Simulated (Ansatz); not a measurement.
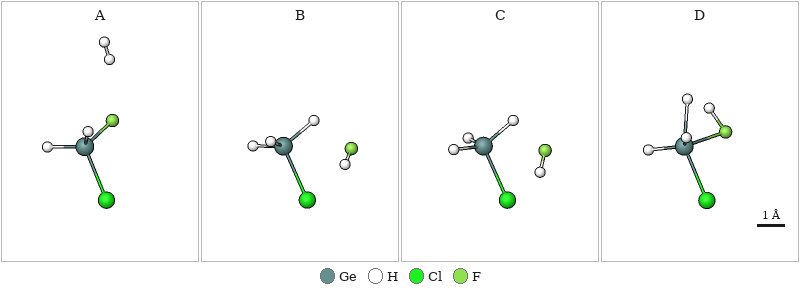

4 geometries from a converged minimum-energy path of GeH4ClF, shuffled. Style: ball-and-stick. Shown from a free direction.

Theory: RKS PBE/def2-SVP in Ansatz 0.2.0. Set-up: 5 movable images; climbing image; force threshold 0.03 eV/Å; iteration limit 60; starting path through a guess of the saddle point.

**Which frame is the top of the path?**

D. In order along the path, whose images run from 0 to 6: C (image 0, 0.0 kJ/mol), B (image 1, +10.3 kJ/mol), D (image 3, +138.8 kJ/mol), A (image 5, −26.4 kJ/mol). Breaking: F–H (0.95 → 2.38 Å), Ge–H (1.54 → 4.40 Å). Forming: F–Ge (3.05 → 1.76 Å), H–H (2.96 → 0.77 Å).

Cost: 2.4 min on 2 threads of Arm Neoverse V1, with other jobs on the host, peak memory 0.12 GiB.
